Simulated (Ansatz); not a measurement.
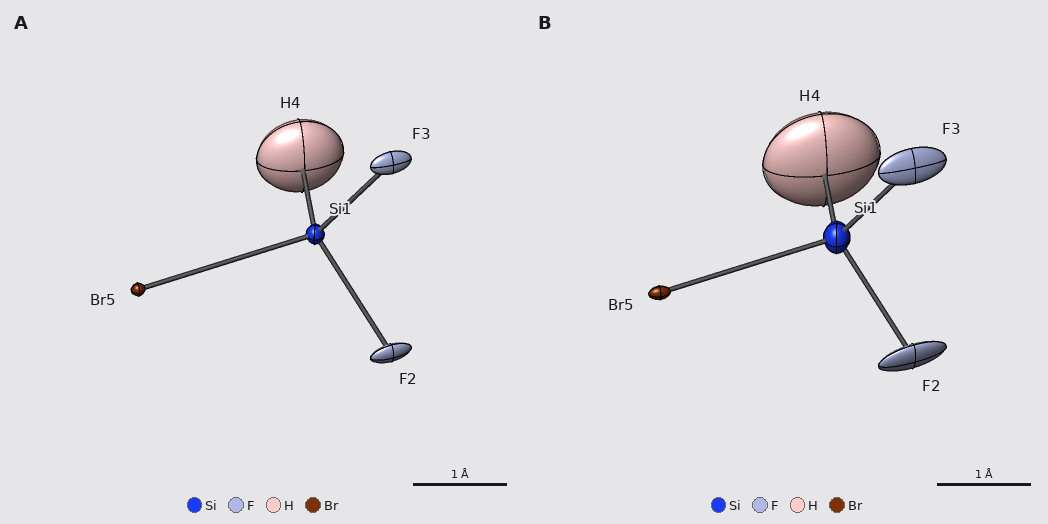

Displacement ellipsoids at the 50 % level, scaled by 2, from the internal vibrations of the free molecule (harmonic, no overall translation or rotation; no half-axis is drawn under 0.075 Å). Vibrations computed with RKS PBE0-D4/def2-TZVP (Ansatz 0.2.0). One panel is for 298 K, the other for 900 K.

Which panel is for 900 K?

B.

How much does the mean-square displacement of F3 grow, and why?

U_eq goes from 0.0027 to 0.0071 Å², a factor of 2.7. Modes below kT (626 cm⁻¹ at 900 K) grow about in proportion to T, and the lowest lies at 199 cm⁻¹; the mean-square amplitude of a mode is its zero-point value times coth(ħω/2kT), which comes close to 1 only above about 3kT.
